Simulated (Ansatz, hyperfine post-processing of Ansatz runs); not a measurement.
# Reading the 7Li spectrum of Li2CoSnS4

Calculated values: DFT, PBE+U, plane-wave PAW, default files (PAW set soft_2), collinear spin, scalar-relativistic (Ansatz), contact and point-dipole shifts scaled to 298 K with Θ = 0 K (a pure Curie law); spin-only moments, above the ordering temperature.

```cif
data_structure
_symmetry_space_group_name_H-M 'P 1'
_symmetry_Int_Tables_number 1
_cell_length_a 6.3432
_cell_length_b 6.7184
_cell_length_c 10.1619
_cell_angle_alpha 90.000
_cell_angle_beta 128.612
_cell_angle_gamma 90.000
_cell_volume 338.39
loop_
_atom_site_label
_atom_site_type_symbol
_atom_site_fract_x
_atom_site_fract_y
_atom_site_fract_z
_atom_site_occupancy
Sn1 Sn 0.24997 0.82930 0.45166 1
Sn2 Sn 0.24997 0.17070 0.95166 1
Co3 Co 0.00663 0.67143 0.70609 1
Co4 Co 0.00663 0.32857 0.20609 1
S5 S 0.12411 0.65554 0.20293 1
S6 S 0.12411 0.34446 0.70293 1
S7 S 0.36838 0.17058 0.44694 1
S8 S 0.36838 0.82942 0.94694 1
S9 S 0.87462 0.81985 0.45872 1
S10 S 0.87462 0.18015 0.95872 1
S11 S 0.63655 0.67193 0.70355 1
S12 S 0.63655 0.32807 0.20355 1
Li13 Li 0.50503 0.33625 0.70224 1
Li14 Li 0.50503 0.66375 0.20224 1
Li15 Li 0.75673 0.83728 0.95389 1
Li16 Li 0.75673 0.16272 0.45389 1
```

7Li MAS at 11.7 T (193.6 MHz), 62.5 kHz, 298 K; contact and dipolar shift alone, no orbital or quadrupolar part; lines under 1.5 % of the strongest are left out. Lines of the NMR spectrum (strongest = 100):

```csv
position (ppm),intensity
149.9,3.1
230.4,3.6
472.7,100
553.2,98
795.5,3.0
876.0,3.9
```

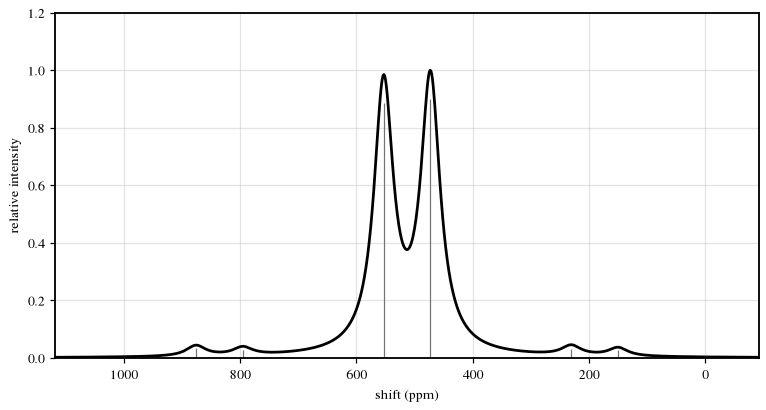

The NMR spectrum, broadened with Lorentzians of width 40 ppm; bars mark the lines.

Q: Find the isotropic shifts among the lines and assign them to the Li sites.

Sidebands are spaced by 323 ppm (the spinning rate over the resonance of 193.6 MHz). An isotropic line need not be the tallest: it is the area-weighted centre of its own family of sidebands, and the one that stays put when the rate is changed. Isotropic shifts: 553 ppm for atom 13 and the 1 atom equivalent to it (4 Co through links of 110 to 116° (4)), reduced anisotropy -223 ppm; 473 ppm for atom 15 and the 1 atom equivalent to it (4 Co through links of 109 to 112° (4)), reduced anisotropy 194 ppm. The families' total areas stand as 1:1; where areas are equal the match rests on the calculation.

[Logs are printed without paths, hosts, clocks, repeated set-up lines and the standing remarks that a program may print on its own settings, such as how far it seeks lower states.]

[Hosts, paths, dates, database ids (printed as entryN), source tags and the programs' standing remarks are cut or masked in the printed files.]
